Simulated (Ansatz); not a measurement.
Molecular dynamics of WHClF$_{4}$ (part 3 of 3)

The same run, continued: WHClF$_{4}$; RKS LDA/def2-SVP (Ansatz 0.2.0). It belongs to a series of runs on one base structure; here: dynamics from the start.

Geometry of the input (Å):
```
W  0.1209  0.0000  -0.1321
H  -0.1264  0.0000  1.5737
Cl 2.2948  -0.0000  0.4506
F  0.2186  1.8333  -0.1301
F  -1.7216  0.0000  0.1510
F  0.2186  -1.8333  -0.1301
F  -0.4649  0.0000  -1.9130
```

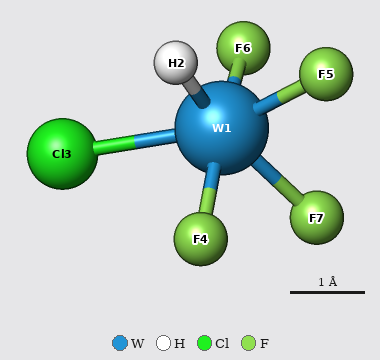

Fig. 1: The geometry at step 94 of the log (ball-and-stick view, seen at a tilt; atoms are numbered from 1 in the order of the input).

Trajectory as extended XYZ, continued
```
7
Properties=species:S:1:pos:R:3:forces:R:3 step=39 time_fs=19.5 energy=-25113.12428 temperature=273.3
W     0.1181   -0.0099   -0.1046   -1.2270   0.1642   0.7374
H    -0.1157    0.2950    1.6685    0.0880  -0.2715  -0.9492
Cl    2.2499    0.0437    0.4110    1.1109  -0.3128   0.4170
F     0.2826    1.8209   -0.2412   -0.2062  -0.0892  -0.1022
F    -1.7402   -0.0044    0.1556    0.4521  -0.1784   0.0268
F     0.1985   -1.8545   -0.2440    0.0376   0.4477   0.3742
F    -0.3794    0.0364   -1.8901   -0.2553   0.2400  -0.5040
7
Properties=species:S:1:pos:R:3:forces:R:3 step=44 time_fs=22.0 energy=-25113.08646 temperature=215.1
W     0.1166   -0.0116   -0.1008   -1.2084   0.4805   0.6490
H    -0.0808    0.3139    1.7039    0.0125  -0.3231  -1.2166
Cl    2.2512    0.0476    0.4087    1.0727  -0.3412   0.4022
F     0.2888    1.8197   -0.2568   -0.2309  -0.1622  -0.0681
F    -1.7400   -0.0071    0.1541    0.4760  -0.1702   0.1156
F     0.1962   -1.8500   -0.2544    0.0511   0.3029   0.3775
F    -0.3734    0.0442   -1.8967   -0.1731   0.2134  -0.2596
7
Properties=species:S:1:pos:R:3:forces:R:3 step=50 time_fs=25.0 energy=-25113.13399 temperature=288.1
W     0.1143   -0.0134   -0.0961   -0.8659   0.6586  -0.2590
H    -0.0393    0.3121    1.6556   -0.1954  -0.1940  -0.6724
Cl    2.2550    0.0515    0.4069    0.9862  -0.3698   0.3803
F     0.2952    1.8176   -0.2758   -0.2505  -0.2116  -0.0021
F    -1.7377   -0.0111    0.1529    0.4001  -0.1591   0.2313
F     0.1936   -1.8433   -0.2651    0.0695   0.0784   0.3806
F    -0.3669    0.0543   -1.9058   -0.1439   0.1974  -0.0587
7
Properties=species:S:1:pos:R:3:forces:R:3 step=56 time_fs=28.0 energy=-25113.12332 temperature=271.5
W     0.1116   -0.0150   -0.0915   -0.2951   0.5811  -2.0447
H    -0.0150    0.2954    1.5566   -0.4508   0.1523   0.8079
Cl    2.2613    0.0544    0.4061    0.8493  -0.3902   0.3655
F     0.3005    1.8145   -0.2947   -0.2577  -0.2173   0.0891
F    -1.7336   -0.0159    0.1526    0.2317  -0.1494   0.3399
F     0.1913   -1.8363   -0.2742    0.0880  -0.1657   0.3811
F    -0.3610    0.0654   -1.9151   -0.1655   0.1893   0.0613
7
Properties=species:S:1:pos:R:3:forces:R:3 step=61 time_fs=30.5 energy=-25113.07350 temperature=195.2
W     0.1093   -0.0161   -0.0883    0.0933   0.6153  -3.0208
H    -0.0228    0.2896    1.5190   -0.5109   0.3379   1.5469
Cl    2.2682    0.0562    0.4060    0.6843  -0.4008   0.3562
F     0.3041    1.8111   -0.3102   -0.2552  -0.2078   0.1641
F    -1.7294   -0.0204    0.1536    0.0428  -0.1497   0.3663
F     0.1897   -1.8309   -0.2804    0.1016  -0.3431   0.3681
F    -0.3568    0.0753   -1.9227   -0.1560   0.1482   0.2192
7
Properties=species:S:1:pos:R:3:forces:R:3 step=67 time_fs=33.5 energy=-25113.13968 temperature=296.5
W     0.1065   -0.0170   -0.0858    0.1722   1.1298  -2.0541
H    -0.0696    0.3061    1.5810   -0.2112   0.0951   0.3430
Cl    2.2779    0.0574    0.4068    0.4342  -0.4096   0.3297
F     0.3072    1.8063   -0.3281   -0.2435  -0.1929   0.2262
F    -1.7242   -0.0264    0.1563   -0.2023  -0.1666   0.2779
F     0.1882   -1.8260   -0.2863    0.1147  -0.4839   0.3286
F    -0.3522    0.0877   -1.9307   -0.0641   0.0281   0.5486
7
Properties=species:S:1:pos:R:3:forces:R:3 step=72 time_fs=36.0 energy=-25113.11168 temperature=253.7
W     0.1042   -0.0175   -0.0844    0.1506   1.5199  -1.0399
H    -0.1235    0.3272    1.6611    0.1261  -0.1478  -0.7918
Cl    2.2868    0.0576    0.4080    0.2067  -0.4135   0.3022
F     0.3090    1.8016   -0.3423   -0.2249  -0.1531   0.2714
F    -1.7206   -0.0319    0.1594   -0.3866  -0.1876   0.1711
F     0.1874   -1.8235   -0.2901    0.1217  -0.5324   0.2950
F    -0.3487    0.0982   -1.9356    0.0063  -0.0854   0.7921
7
Properties=species:S:1:pos:R:3:forces:R:3 step=78 time_fs=39.0 energy=-25113.05130 temperature=160.7
W     0.1016   -0.0174   -0.0833    0.2921   1.6000  -0.6514
H    -0.1777    0.3414    1.6966    0.3744  -0.2256  -1.2032
Cl    2.2979    0.0570    0.4102   -0.0556  -0.4128   0.2704
F     0.3102    1.7953   -0.3581   -0.1889  -0.0454   0.3350
F    -1.7178   -0.0394    0.1640   -0.5617  -0.2135   0.0658
F     0.1869   -1.8228   -0.2934    0.1252  -0.5133   0.2752
F    -0.3445    0.1104   -1.9381    0.0146  -0.1893   0.9082
7
Properties=species:S:1:pos:R:3:forces:R:3 step=83 time_fs=41.5 energy=-25113.08396 temperature=210.9
W     0.0995   -0.0167   -0.0826    0.5826   1.3374  -0.9711
H    -0.1998    0.3393    1.6510    0.4002  -0.1100  -0.8006
Cl    2.3072    0.0557    0.4125   -0.2529  -0.4074   0.2464
F     0.3106    1.7899   -0.3701   -0.1478   0.0940   0.3968
F    -1.7175   -0.0464    0.1680   -0.6572  -0.2341   0.0050
F     0.1869   -1.8239   -0.2952    0.1242  -0.4407   0.2797
F    -0.3409    0.1199   -1.9371   -0.0492  -0.2392   0.8439
7
Properties=species:S:1:pos:R:3:forces:R:3 step=89 time_fs=44.5 energy=-25113.09563 temperature=228.5
W     0.0972   -0.0153   -0.0822    1.1362   0.6424  -2.2099
H    -0.1968    0.3307    1.5430    0.1580   0.2634   0.6072
Cl    2.3176    0.0532    0.4158   -0.4657  -0.3946   0.2228
F     0.3104    1.7839   -0.3829   -0.0883   0.2984   0.4776
F    -1.7198   -0.0558    0.1729   -0.6651  -0.2514  -0.0178
F     0.1874   -1.8271   -0.2962    0.1169  -0.3016   0.3076
F    -0.3368    0.1304   -1.9325   -0.1920  -0.2567   0.6126
7
Properties=species:S:1:pos:R:3:forces:R:3 step=94 time_fs=47.0 energy=-25113.03553 temperature=136.5
W     0.0957   -0.0139   -0.0826    1.4583   0.0460  -3.0379
H    -0.1831    0.3392    1.4865   -0.0756   0.5479   1.5995
Cl    2.3255    0.0504    0.4190   -0.6299  -0.3827   0.1922
F     0.3099    1.7799   -0.3919   -0.0350   0.4599   0.5266
F    -1.7240   -0.0645    0.1768   -0.5265  -0.2562  -0.0044
F     0.1883   -1.8309   -0.2959    0.1070  -0.1536   0.3344
F    -0.3341    0.1382   -1.9264   -0.2983  -0.2614   0.3896
7
Properties=species:S:1:pos:R:3:forces:R:3 step=100 time_fs=50.0 energy=-25113.10458 temperature=242.3
W     0.0946   -0.0122   -0.0844    1.1519  -0.0078  -1.8105
H    -0.1701    0.3892    1.5310    0.0488   0.3058   0.6063
Cl    2.3335    0.0462    0.4233   -0.8098  -0.3736   0.1201
F     0.3092    1.7770   -0.4004    0.0254   0.5865   0.5294
F    -1.7311   -0.0759    0.1816   -0.1922  -0.2534  -0.0057
F     0.1897   -1.8360   -0.2942    0.0957   0.0458   0.3476
F    -0.3321    0.1464   -1.9175   -0.3198  -0.3033   0.2128
7
Properties=species:S:1:pos:R:3:forces:R:3 step=106 time_fs=53.0 energy=-25113.09423 temperature=226.7
W     0.0939   -0.0105   -0.0870    0.6987   0.2408  -0.1167
H    -0.1530    0.4641    1.6255    0.2017  -0.1546  -0.8331
Cl    2.3395    0.0410    0.4278   -0.9578  -0.3641   0.0417
F     0.3086    1.7768   -0.4066    0.0766   0.6360   0.5048
F    -1.7391   -0.0886    0.1864    0.2046  -0.2367  -0.0044
F     0.1917   -1.8408   -0.2909    0.0836   0.2316   0.3514
F    -0.3315    0.1533   -1.9076   -0.3073  -0.3530   0.0564
7
Properties=species:S:1:pos:R:3:forces:R:3 step=111 time_fs=55.5 energy=-25113.04865 temperature=156.6
W     0.0937   -0.0090   -0.0893    0.5373   0.2867   0.5288
H    -0.1266    0.5190    1.6580    0.1587  -0.3447  -1.2456
Cl    2.3428    0.0361    0.4317   -1.0423  -0.3511  -0.0079
F     0.3084    1.7788   -0.4100    0.1109   0.6347   0.4864
F    -1.7451   -0.0999    0.1903    0.4940  -0.2130   0.0178
F     0.1935   -1.8441   -0.2869    0.0735   0.3431   0.3593
F    -0.3321    0.1578   -1.8992   -0.3321  -0.3555  -0.1388
7
Properties=species:S:1:pos:R:3:forces:R:3 step=117 time_fs=58.5 energy=-25113.09629 temperature=229.9
W     0.0936   -0.0071   -0.0918    0.5706   0.0789   0.4411
H    -0.0839    0.5588    1.6033   -0.0380  -0.2764  -0.8523
Cl    2.3443    0.0293    0.4363   -1.0866  -0.3306  -0.0473
F     0.3086    1.7838   -0.4120    0.1414   0.5934   0.4580
F    -1.7503   -0.1144    0.1951    0.7492  -0.1777   0.0721
F     0.1961   -1.8467   -0.2806    0.0649   0.4006   0.3774
F    -0.3342    0.1618   -1.8898   -0.4015  -0.2883  -0.4491
7
Properties=species:S:1:pos:R:3:forces:R:3 step=122 time_fs=61.0 energy=-25113.12909 temperature=280.2
W     0.0938   -0.0055   -0.0937    0.7333  -0.3735  -0.4442
H    -0.0503    0.5748    1.5033   -0.2827   0.0964   0.2560
Cl    2.3436    0.0231    0.4401   -1.0806  -0.3086  -0.0598
F     0.3092    1.7901   -0.4121    0.1575   0.5292   0.4214
F    -1.7520   -0.1272    0.1994    0.8813  -0.1445   0.1410
F     0.1985   -1.8474   -0.2741    0.0605   0.3801   0.3992
F    -0.3374    0.1640   -1.8834   -0.4692  -0.1790  -0.7137
7
Properties=species:S:1:pos:R:3:forces:R:3 step=128 time_fs=64.0 energy=-25113.07320 temperature=194.8
W     0.0943   -0.0037   -0.0963    0.8578  -0.7956  -1.5462
H    -0.0332    0.6048    1.4109   -0.4839   0.5625   1.5126
Cl    2.3403    0.0149    0.4445   -1.0399  -0.2762  -0.0556
F     0.3107    1.7998   -0.4104    0.1643   0.3876   0.3490
F    -1.7504   -0.1430    0.2051    0.9413  -0.1155   0.2023
F     0.2016   -1.8467   -0.2645    0.0559   0.2996   0.4171
F    -0.3431    0.1661   -1.8788   -0.4955  -0.0624  -0.8792
7
Properties=species:S:1:pos:R:3:forces:R:3 step=133 time_fs=66.5 energy=-25113.14016 temperature=297.6
W     0.0950   -0.0025   -0.0989    0.6727  -0.1839  -0.8537
H    -0.0488    0.6614    1.4209   -0.3682   0.2013   0.8701
Cl    2.3356    0.0076    0.4480   -0.9863  -0.2488  -0.0518
F     0.3124    1.8093   -0.4078    0.1605   0.1834   0.2583
F    -1.7458   -0.1567    0.2106    0.9002  -0.1216   0.1772
F     0.2044   -1.8451   -0.2551    0.0520   0.2282   0.4003
F    -0.3496    0.1675   -1.8779   -0.4309  -0.0587  -0.8004
7
Properties=species:S:1:pos:R:3:forces:R:3 step=139 time_fs=69.5 energy=-25113.17616 temperature=353.3
W     0.0961   -0.0011   -0.1024    0.3168   1.0087   0.5117
H    -0.0943    0.7400    1.4919   -0.0495  -0.5575  -0.5244
Cl    2.3278   -0.0018    0.4522   -0.8943  -0.2128  -0.0382
F     0.3152    1.8214   -0.4036    0.1457  -0.1204   0.1680
F    -1.7365   -0.1736    0.2178    0.7452  -0.1558   0.0982
F     0.2079   -1.8422   -0.2422    0.0484   0.1514   0.3500
F    -0.3592    0.1689   -1.8801   -0.3123  -0.1136  -0.5654
7
Properties=species:S:1:pos:R:3:forces:R:3 step=144 time_fs=72.0 energy=-25113.15090 temperature=314.8
W     0.0972    0.0004   -0.1052    0.1425   1.5908   0.8888
H    -0.1371    0.7733    1.5248    0.1589  -0.8195  -0.9985
Cl    2.3196   -0.0100    0.4556   -0.7817  -0.1783  -0.0094
F     0.3181    1.8310   -0.3995    0.1266  -0.3482   0.1312
F    -1.7262   -0.1882    0.2242    0.5357  -0.1885   0.0460
F     0.2111   -1.8392   -0.2302    0.0480   0.0784   0.3064
F    -0.3683    0.1697   -1.8840   -0.2299  -0.1348  -0.3645
7
Properties=species:S:1:pos:R:3:forces:R:3 step=150 time_fs=75.0 energy=-25113.21613 temperature=415.4
W     0.0985    0.0029   -0.1081    0.1611   1.6656   0.4497
H    -0.1758    0.7511    1.4896    0.2601  -0.6424  -0.7203
Cl    2.3080   -0.0202    0.4597   -0.5956  -0.1329   0.0451
F     0.3220    1.8412   -0.3941    0.0995  -0.5341   0.1201
F    -1.7117   -0.2065    0.2321    0.1953  -0.2290   0.0105
F     0.2150   -1.8353   -0.2145    0.0518  -0.0206   0.2638
F    -0.3802    0.1702   -1.8901   -0.1722  -0.1067  -0.1689
```
